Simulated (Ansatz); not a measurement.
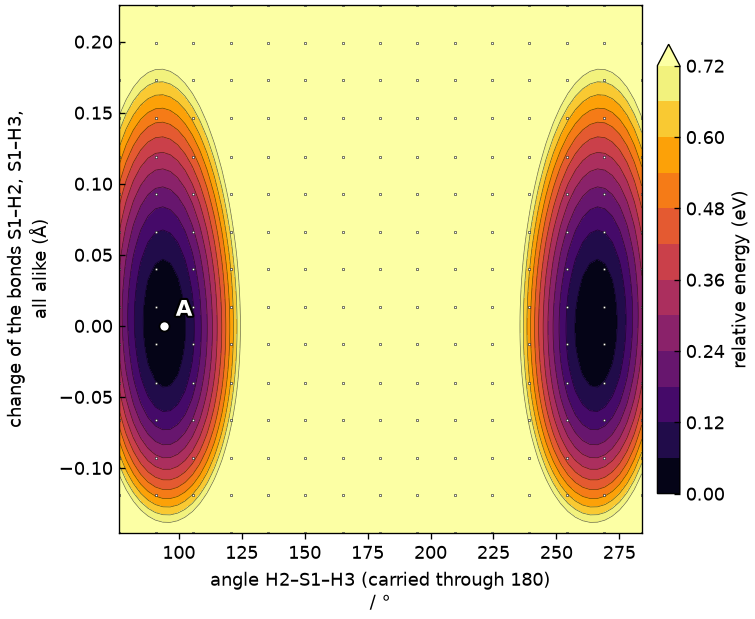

H2S, SMILES S. Coordinates scanned: (1) angle H2–S1–H3 (carried through 180); (2) change of the bonds S1–H2, S1–H3, all alike. Nothing is relaxed (all other coordinates rigid). Grid: 15 × 15 points; 120 points were computed and 105 follow by symmetry. Points are written as (first, second). Energies are in eV, from the relaxed molecule at the same level. All numbers below come from RHF/def2-TZVP (Ansatz).

The picture shows filled contours, dots at the grid points, one colour for all values above the top of the scale, the well A. Between grid points the surface is interpolated.

### Estimate the position of the minimum and the force constants in these coordinates. Take the well at A.

The interpolated minimum is at the first coordinate ≈ 94.1°, the second coordinate ≈ 0.000 Å. The curvatures there are about 5.5 eV/rad² and 59 eV/Å², with a cross term of about 0.9 eV/(rad·Å). Round the minimum the two coordinates are nearly uncoupled.
